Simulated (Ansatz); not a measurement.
# C₅H₈AlClO₃: how energies converge with the basis set

How large a basis does C₅H₈AlClO₃ need? Two functionals are run in growing sets.

Program: Ansatz 0.2.0, Gaussian basis. Level of theory: one geometry, several basis sets. These are calculated values, not measurements.

Levels to be run: PBE0-D4/def2-SVP; ωB97M-V/def2-SVP; PBE0-D4/def2-QZVPP; ωB97M-V/def2-QZVPP; the functionals' def2-TZVPP values are taken from earlier runs.

## (1) The relaxed structure

The geometry comes from an earlier relaxation with PBE0-D4 in a triple-zeta def2 set; it is a stationary point, not always the lowest conformer.

SMILES `CC1=CC(C)=[O+][Al-]([OH])([Cl])[O]1`, 18 atoms, charge 0, spin multiplicity 1.

Atoms are counted from 1 here; the program's logs count them from 0.

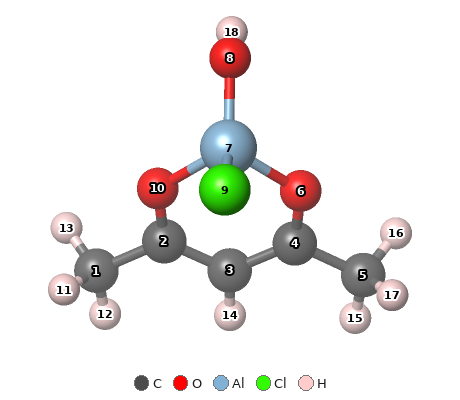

The geometry (carbon dark grey, oxygen red, aluminium light blue, chlorine green, hydrogen pink); atoms are numbered from 1 in the order of the file.

## (2) PBE0-D4 in def2-SVP

Contents of in.yaml:

```yaml
crystal:
  periodic: [false, false, false]
  atoms:
    - {symbol: C, position_ang: [2.069800, -1.215318, -1.296243]}
    - {symbol: C, position_ang: [1.066448, -0.511257, -0.450348]}
    - {symbol: C, position_ang: [-0.208414, -0.229975, -0.940589]}
    - {symbol: C, position_ang: [-1.198023, 0.385163, -0.174400]}
    - {symbol: C, position_ang: [-2.559286, 0.617160, -0.732154]}
    - {symbol: O, position_ang: [-1.022078, 0.776652, 1.027517]}
    - {symbol: Al, position_ang: [0.555380, 0.820050, 1.916440]}
    - {symbol: O, position_ang: [0.476536, 0.143319, 3.465847]}
    - {symbol: Cl, position_ang: [1.320693, 2.782529, 1.820812]}
    - {symbol: O, position_ang: [1.456756, -0.204286, 0.725362]}
    - {symbol: H, position_ang: [2.938767, -0.564673, -1.424990]}
    - {symbol: H, position_ang: [1.672506, -1.491169, -2.270980]}
    - {symbol: H, position_ang: [2.416984, -2.108332, -0.771158]}
    - {symbol: H, position_ang: [-0.449553, -0.528385, -1.950096]}
    - {symbol: H, position_ang: [-2.668423, 0.224392, -1.741094]}
    - {symbol: H, position_ang: [-3.299404, 0.157268, -0.072999]}
    - {symbol: H, position_ang: [-2.759426, 1.691925, -0.733395]}
    - {symbol: H, position_ang: [0.153138, -0.733761, 3.654268]}
basis:
  gaussian: {orbitals: def2-SVP}
hamiltonian: {xc: pbe0, dispersion: d4}
output: {orbitals: {seedname: orbitals}}
```

Started as:

```bash
ansatz run in.yaml --threads 4 --pin off --events-out ev --progress --plain --max-ram 66560MiB --backend cpu
```

The log of the run:

```text
Functional definition: PBE0
  name "PBE0"
  cite "Adamo & Barone, J. Chem. Phys. 110, 6158 (1999) doi:10.1063/1.478522"
  cite "Perdew, Burke & Ernzerhof, Phys. Rev. Lett. 77, 3865 (1996) doi:10.1103/PhysRevLett.77.3865"
  parent pbe
  parameter a = 0.25
  parameter kappa = 0.804
  parameter beta = 0.06672455060314922
  exchange = (1 - a)*pbe_x(kappa = kappa, mu = beta*pi^2/3) + a*exact_x
  correlation = pbe_c(beta = beta)
2122 factors; their error is unknown
mean field evaluation 1: about -30535.1962 eV, gradient 8.1e1 eV
mean field evaluation 2: about -30526.6760 eV, gradient 1.1e2 eV
mean field evaluation 4: about -30548.0332 eV, gradient 3.0e0 eV
mean field evaluation 8: about -30548.0545 eV, gradient 3.4e-1 eV
mean field evaluation 16: about -30548.1917 eV, gradient 2.9e-4 eV
mean field -30548.19166113 eV, -1122.6253372385 hartree, gradient 7.7e-5 eV, S^2 0.000000; 0 other end points of the search recorded, 0 dependent functions left out
reference -30548.19170013 eV, -1122.6253386717 hartree; 46, 46 occupied and 142, 142 virtual orbitals, 2122 factors
Total energy: -30548.64687111 eV, -1122.6420658968 hartree
```

Run time: 3.3 s. Hardware: 4 threads of AMD EPYC 7R13, shared host; peak memory 0.86 GiB.

## (3) ωB97M-V in def2-SVP

Edit in.yaml of step 2 so:

```diff
@@ -23,3 +23,3 @@
   gaussian: {orbitals: def2-SVP}
-hamiltonian: {xc: pbe0, dispersion: d4}
+hamiltonian: {xc: {name: wB97M-V}}
 output: {orbitals: {seedname: orbitals}}
```

Same command.

The log of the run, cut to the lines that bear on the results:

```text
Functional definition: wB97M-V
  name "wB97M-V"
  cite "Mardirossian & Head-Gordon, J. Chem. Phys. 144, 214110 (2016) doi:10.1063/1.4952647"
  cite "Becke, J. Chem. Phys. 107, 8554 (1997) doi:10.1063/1.475007"
  cite "Vydrov & Van Voorhis, J. Chem. Phys. 133, 244103 (2010) doi:10.1063/1.3521275"
  # Of w^i u^j: cxij and so on, Table III.
[...]
  gx(w, u) = 1 - cx + cx01*u + cx10*w
  gss(w, u) = css00 + css04*u^4 + css10*w + css20*w^2 + css43*w^4*u^3
  gos(w, u) = cos00 + cos10*w + (cos20 + cos21*u)*w^2 + (cos60 + cos61*u)*w^6
[...]
      + integral(e_c_pw_mod_opposite_spin*gos(b97_w_opposite, b97_u_opposite)) + vv10(b, c)
2096 factors; their error is unknown
469 factors; integrals over basis functions are off by at most 7.5e-6 eV
[...]
mean field -30563.12292303 eV, -1123.1740509926 hartree, gradient 6.6e-5 eV, S^2 0.000000; 0 other end points of the search recorded, 0 dependent functions left out
reference -30563.12298245 eV, -1123.1740531762 hartree; 46, 46 occupied and 142, 142 virtual orbitals, 2096 factors
Total energy: -30563.12298245 eV, -1123.1740531762 hartree
```

It took 9.5 s on 4 threads of AMD EPYC 7R13, shared host; peak memory 1.1 GiB.

## (4) PBE0-D4 in def2-QZVPP

Edit in.yaml of step 3 so:

```diff
@@ -22,4 +22,4 @@
 basis:
-  gaussian: {orbitals: def2-SVP}
-hamiltonian: {xc: {name: wB97M-V}}
+  gaussian: {orbitals: "def2-QZVPP.json"}
+hamiltonian: {xc: pbe0, dispersion: d4}
 output: {orbitals: {seedname: orbitals}}
```

Started as:

```bash
ansatz run in.yaml --threads 4 --pin off --events-out ev --progress --plain --max-ram 66560MiB --backend cuda --devices 0, --max-vram 37GiB
```

The log of the run:

```text
Functional definition: PBE0
  name "PBE0"
  cite "Adamo & Barone, J. Chem. Phys. 110, 6158 (1999) doi:10.1063/1.478522"
  cite "Perdew, Burke & Ernzerhof, Phys. Rev. Lett. 77, 3865 (1996) doi:10.1103/PhysRevLett.77.3865"
  parent pbe
  parameter a = 0.25
  parameter kappa = 0.804
  parameter beta = 0.06672455060314922
  exchange = (1 - a)*pbe_x(kappa = kappa, mu = beta*pi^2/3) + a*exact_x
  correlation = pbe_c(beta = beta)
2664 factors; their error is unknown
mean field evaluation 1: about -30551.6766 eV, gradient 9.8e1 eV
mean field evaluation 2: about -30538.1262 eV, gradient 1.3e2 eV
mean field evaluation 4: about -30569.1273 eV, gradient 4.5e0 eV
mean field evaluation 8: about -30569.1745 eV, gradient 2.8e-1 eV
mean field evaluation 16: about -30569.1987 eV, gradient 1.6e-4 eV
mean field -30569.19868128 eV, -1123.3973309901 hartree, gradient 5.1e-5 eV, S^2 0.000000; 0 other end points of the search recorded, 0 dependent functions left out
reference -30569.19873662 eV, -1123.3973330238 hartree; 46, 46 occupied and 790, 790 virtual orbitals, 2664 factors
Total energy: -30569.65390761 eV, -1123.4140602490 hartree
```

Run time: 19 s. Hardware: 1 × H100 (card shared with other runs) with 4 threads of AMD EPYC 7R13, shared host; peak host memory 4.4 GiB.

## (5) ωB97M-V in def2-QZVPP

Edit in.yaml of step 4 so:

```diff
@@ -23,3 +23,3 @@
   gaussian: {orbitals: "def2-QZVPP.json"}
-hamiltonian: {xc: pbe0, dispersion: d4}
+hamiltonian: {xc: {name: wB97M-V}}
 output: {orbitals: {seedname: orbitals}}
```

Launched as before.

The log of the run, cut to the lines that bear on the results:

```text
Functional definition: wB97M-V
  name "wB97M-V"
  cite "Mardirossian & Head-Gordon, J. Chem. Phys. 144, 214110 (2016) doi:10.1063/1.4952647"
  cite "Becke, J. Chem. Phys. 107, 8554 (1997) doi:10.1063/1.475007"
  cite "Vydrov & Van Voorhis, J. Chem. Phys. 133, 244103 (2010) doi:10.1063/1.3521275"
  # Of w^i u^j: cxij and so on, Table III.
[...]
  gx(w, u) = 1 - cx + cx01*u + cx10*w
  gss(w, u) = css00 + css04*u^4 + css10*w + css20*w^2 + css43*w^4*u^3
  gos(w, u) = cos00 + cos10*w + (cos20 + cos21*u)*w^2 + (cos60 + cos61*u)*w^6
[...]
      + integral(e_c_pw_mod_opposite_spin*gos(b97_w_opposite, b97_u_opposite)) + vv10(b, c)
2605 factors; their error is unknown
645 factors; integrals over basis functions are off by at most 9.8e-6 eV
[...]
mean field -30584.40404303 eV, -1123.9561177279 hartree, gradient 8.4e-5 eV, S^2 0.000000; 0 other end points of the search recorded, 0 dependent functions left out
reference -30584.40413060 eV, -1123.9561209458 hartree; 46, 46 occupied and 790, 790 virtual orbitals, 2605 factors
Total energy: -30584.40413060 eV, -1123.9561209458 hartree
```

Wall time 16 s (1 × H100 (card shared with other runs) with 4 threads of AMD EPYC 7R13, shared host); peak host memory 1.5 GiB.

## (6) Density functionals: the series

The def2-TZVPP values come from earlier runs at the same geometry.

```tsv
functional	basis	functions	energy (eV)	from the largest (eV)	HOMO (eV)	LUMO (eV)
PBE0-D4	def2-SVP	188	-30548.6469	21.007	-7.67	-2.20
PBE0-D4	def2-TZVPP	444	-30568.4346	1.219	-7.72	-2.26
PBE0-D4	def2-QZVPP	836	-30569.6539	0.000	-7.76	-2.30
ωB97M-V	def2-SVP	188	-30563.1230	21.281	-9.78	-0.07
ωB97M-V	def2-TZVPP	444	-30583.2511	1.153	-9.86	-0.18
ωB97M-V	def2-QZVPP	836	-30584.4041	0.000	-9.89	-0.23
```

## (7) Summary of results

| quantity | value |
| --- | --- |
| PBE0-D4: double and triple zeta above quadruple | 21.01, 1.22 eV |
| ωB97M-V: double and triple zeta above quadruple | 21.28, 1.15 eV |

For PBE0-D4 the step from double to triple zeta gains 19.79 eV and the next only 1.22 eV. Total energies overstate the basis error of differences, where much of it tends to cancel.
